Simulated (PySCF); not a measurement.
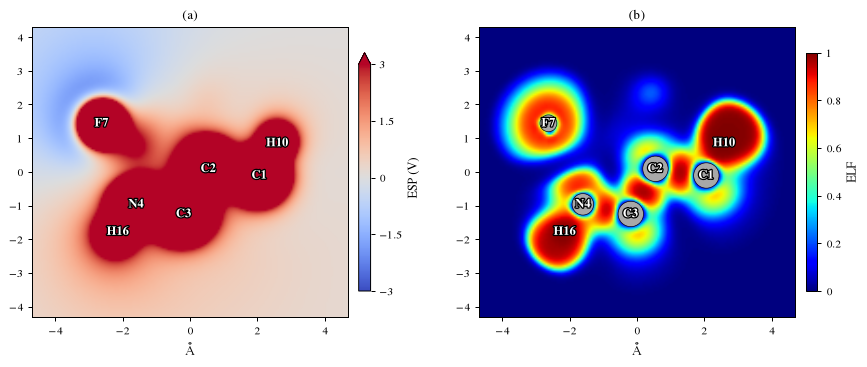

Figure. C$_{4}$H$_{11}$F$_{2}$NSi. (a) molecular electrostatic potential; (b) electron localisation function on the plane of atoms C2, C3 and N4. Grey discs cover the atomic cores in the ELF map.

Geometry: GFN2-xTB.

Theory: PBE0/pcSseg-1, SCF density, gas phase, non-relativistic in PySCF 2.14.0.

| atom | x (Å) | y (Å) | z (Å) |
| --- | --- | --- | --- |
| C | -0.8689 | -1.8850 | 0.9825 |
| C | -0.2971 | -0.8296 | 0.0422 |
| C | -1.2740 | 0.3304 | -0.1448 |
| N | -0.6398 | 1.2904 | -1.0314 |
| C | 1.0220 | -0.2572 | 0.5499 |
| Si | 1.6147 | 1.2680 | -0.4084 |
| F | 1.7779 | 1.0355 | -1.9956 |
| F | 3.2059 | 1.2551 | -0.0612 |
| H | -1.0798 | -1.4501 | 1.9576 |
| H | -0.1586 | -2.6972 | 1.1157 |
| H | -1.7933 | -2.2987 | 0.5831 |
| H | -0.1242 | -1.2861 | -0.9387 |
| H | -1.4418 | 0.8169 | 0.8190 |
| H | -2.2397 | -0.0274 | -0.5263 |
| H | -0.6158 | 0.9400 | -1.9823 |
| H | -1.1099 | 2.1876 | -1.0307 |
| H | 0.9099 | 0.0096 | 1.6016 |
| H | 1.7920 | -1.0278 | 0.5096 |
| H | 1.3106 | 2.6348 | -0.0492 |

### Read the bonding off the picture.

- The plane passes through C, N, F and H nuclei.
- C–N (1.45 Å): the ELF peaks at about 0.95 between the atoms; localised, covalent bonding.
- C–C (1.52 Å): the ELF peaks at about 0.95 between the atoms (localised, covalent bonding).
- N–H (1.01 Å): the ELF climbs to about 1 towards the hydrogen, as it does in any bond to H: an ordinary covalent bond to hydrogen.
- C–H (1.09 Å): the ELF climbs to about 1 towards the hydrogen; a covalent bond by its length.
- The ELF also peaks beside F7, away from the bonds: lone-pair regions.
- Outside the dense part of the molecule the potential is most negative (−1.8 V) near F7.
